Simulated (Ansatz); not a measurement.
CaCu2S2 (P-3m1): least direct gap against volume

The cell of CaCu2S2 (P-3m1) is scaled evenly and the response computed anew at each volume, on one mesh. The atoms keep their fractional positions.

Cell: a, b, c = 3.940, 3.940, 6.523 Å (primitive vectors), 5 atoms.

Method: Ansatz 0.2.0, PBE, independent particles, k-mesh 9×9×4 with interpolation inside its cells, Gaussian parameter 0.1 eV.

Launch of the response step: `ansatz run input.yaml --threads 4 --pin off --max-ram 8192MiB --backend cpu --events-out ev --progress --plain --runs-dir out`. The series took 15.4 min in all, on 4 threads of Intel(R) Xeon(R) Processor @ 2.50GHz (Skylake/Cascade Lake) (shared host).

```
V/V₀  V (Å³, primitive cell)  least direct gap (eV)
0.94                   82.43                  1.330
0.96                   84.19                  1.242
0.98                   85.94                  1.158
1.00                   87.69                  1.077
1.02                   89.45                  0.999
1.04                   91.20                  0.925
1.06                   92.96                      ?
```

For small changes the quantity should be close to linear in ln V.

Working, on the rows shown:

| x = ln(V/V₀) | y = least direct gap |
| --- | --- |
| -0.0618754 | 1.33 |
| -0.040822 | 1.242 |
| -0.0202027 | 1.158 |
| 0 | 1.077 |
| 0.0198026 | 0.999 |
| 0.0392207 | 0.925 |

Means: x̄ = -0.010646, ȳ = 1.1218. Σ(x − x̄)(y − ȳ) = -0.02867, Σ(x − x̄)² = 0.007154. Slope = -0.02867 / 0.007154 = -4.008; intercept = ȳ − slope · x̄ = 1.0792. The line misses the rows shown by at most 0.003 eV.

Task: Fill in the last column of the withheld row.

Result: At x = 0.058269 the line gives y = 0.84565 eV. The run gave 0.854 eV, so the extrapolation is off by 0.0084 eV, 1.8 % of the range in the table.

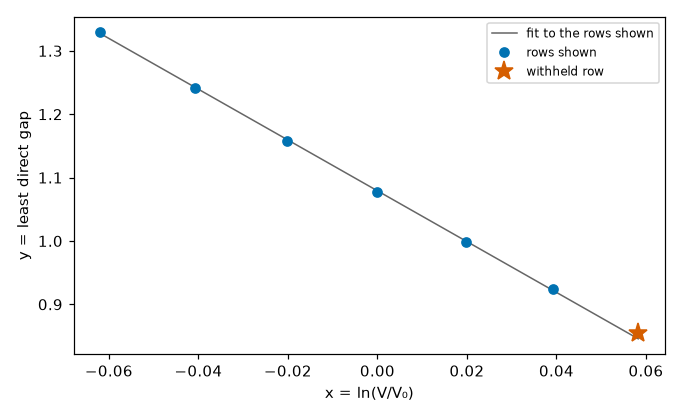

Between the rows on either side of x = 0 the slope is (0.999 − 1.158) / (0.019803 − (-0.020203)) = -3.974. That is a volume deformation potential of -4.0 eV: the least direct gap on this mesh widens by 40 meV for each per cent of compression. PBE gaps are as a rule too small.

[Logs are printed without paths, hosts, clocks, repeated set-up lines and the standing remarks that a program may print on its own settings, such as how far it seeks lower states.]
